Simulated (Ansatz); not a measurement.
## Electronic structure of Cl$_{2}$GaHO···HBr in real space

Input file:

```
crystal:
  periodic: [false, false, false]
  atoms:
    - { symbol: Ga, position_ang: [0.0, 0.0, 0.0] }
    - { symbol: O, position_ang: [0.0, 0.0, 2.14] }
    - { symbol: H, position_ang: [-0.9095, -0.2814, 2.4771] }
    - { symbol: Cl, position_ang: [1.9398, 0.0, -1.12] }
    - { symbol: Cl, position_ang: [-1.9398, 0.0, -1.12] }
    - { symbol: Br, position_ang: [0.5801, 2.5152, 0.8577] }
    - { symbol: H, position_ang: [0.2824, 1.2242, 2.016] }
basis:
  gaussian: { orbitals: def2-SVP }
hamiltonian:
  xc: hf
relax:
  f_tol: 0.15
  max_steps: 25
  restrain:
    - { distance: [0, 5], at: 3.62, k: 30.0 }
    - { distance: [6, 1], at: 2.21, k: 30.0 }
    - { distance: [0, 1], at: 1.79, k: 30.0 }
    - { distance: [6, 5], at: 1.55, k: 30.0 }
output:
  orbitals: {}
```

Launched as:

```sh
ansatz run input.yaml --threads 2 --pin off --max-ram 3072MiB --backend cpu --events-out ev --progress --plain --runs-dir out
```

The fields are those of the run's last geometry, not of the input's.

Not at a stationary point (largest force 1.8 eV/Å).

Theory: RHF/def2-SVP in Ansatz 0.2.0.

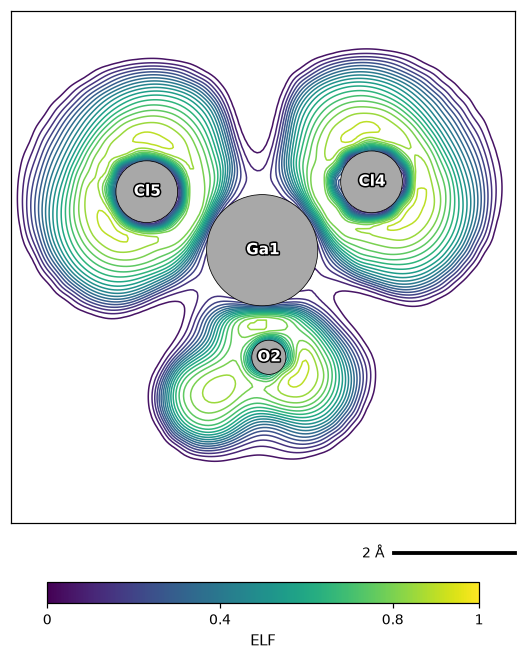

Figure 1. Electron localisation function on the plane of atoms Cl4, Ga1 and Cl5. Grey discs cover the atomic cores.

Q: What do the fields say about this system?

A: The plane passes through Ga, O and Cl nuclei. Ga–O (1.78 Å): the ELF peaks at about 0.85 in the valence shell of O, 0.6 Å from its nucleus, and is about 0.20 at the midpoint. Ga–Cl (2.13 Å): the ELF peaks at about 0.85 in the valence shell of Cl, 0.8 Å from its nucleus, and is about 0.60 at the midpoint. The ELF also peaks beside O2, Cl5 and Cl4, away from the bonds: lone-pair regions.

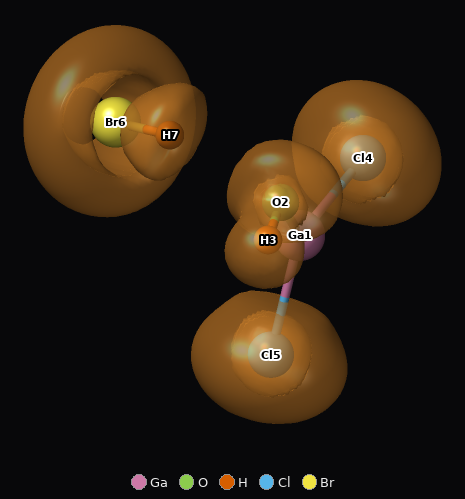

Figure 2. Isosurface of the electron localisation function at 0.75 (orange), seen at an oblique angle. Core shells and regions of very low density are left out.

Q: Describe the localisation domains.

A: The surface consists of one region around a hydrogen nucleus, one ring or bowl of non-bonding electrons around Br, two regions wrapped around Cl (the valence shell of each) and one joined region spread over several atoms (H, O), in which their bonds and any lone pairs are merged. Along the contacts the grid gives the following. O2···H7 (2.21 Å): the ELF dips to about 0.05 between them.

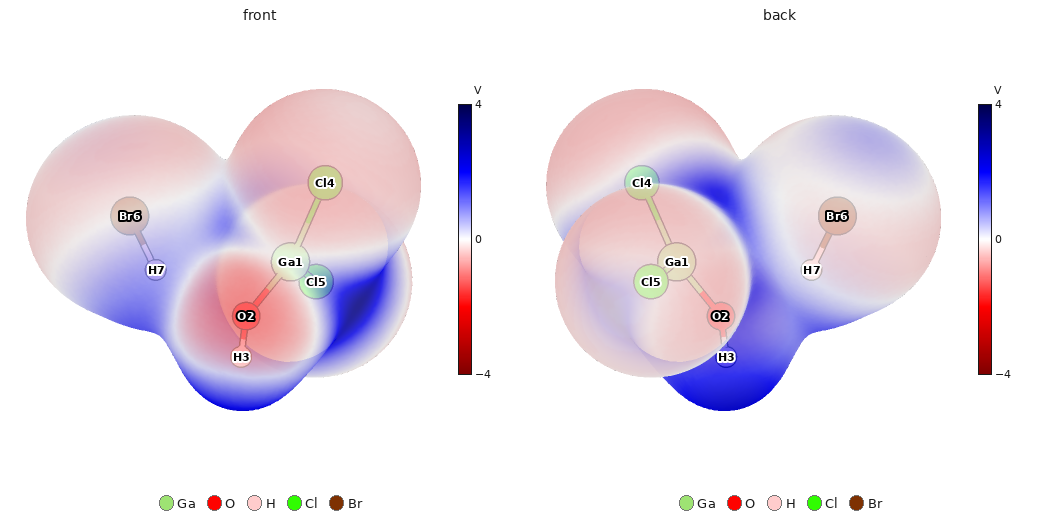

Figure 3. The molecular electrostatic potential painted on the density surface at 0.001 e/bohr³, seen from the front and from behind; red is negative and blue positive.

Q: Where is the surface potential most negative and most positive?

A: The most negative region (about −1.0 V) lies over O2, the most positive (about +3.0 V) over Ga1. Br6 shows a σ-hole: about +0.6 V at the tip opposite its bond, against about −0.1 V on its flanks. O2 is the likeliest acceptor of a hydrogen bond.
